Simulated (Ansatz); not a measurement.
```sh
ansatz run in.yaml --threads 2 --pin off --events-out ev --progress --plain --max-ram 4352MiB
```

```yaml
crystal:
  periodic: [false, false, false]
  atoms:
    - {symbol: B, position_ang: [1.823506, 0.122230, 0.797721]}
    - {symbol: C, position_ang: [0.801978, -0.825416, 0.417370]}
    - {symbol: C, position_ang: [-0.381279, -1.143232, -0.082200]}
    - {symbol: Al, position_ang: [-0.247201, 0.847117, -0.173527]}
    - {symbol: H, position_ang: [-0.782948, -2.153779, -0.183429]}
    - {symbol: H, position_ang: [-1.160879, 1.671279, 0.863614]}
    - {symbol: H, position_ang: [-0.053166, 1.481810, -1.639559]}
basis:
  gaussian: {orbitals: "def2-TZVPPD.json"}
total_charge: -1
hamiltonian: {xc: {name: B3LYP}, dispersion: d4}
```

What structure does this define?

Formula C₂H₃AlB⁻. The point group is Cs. Coordination, clear cases only: 1 C T-shaped.

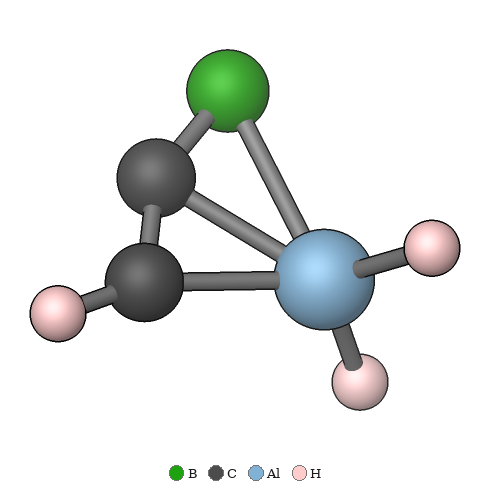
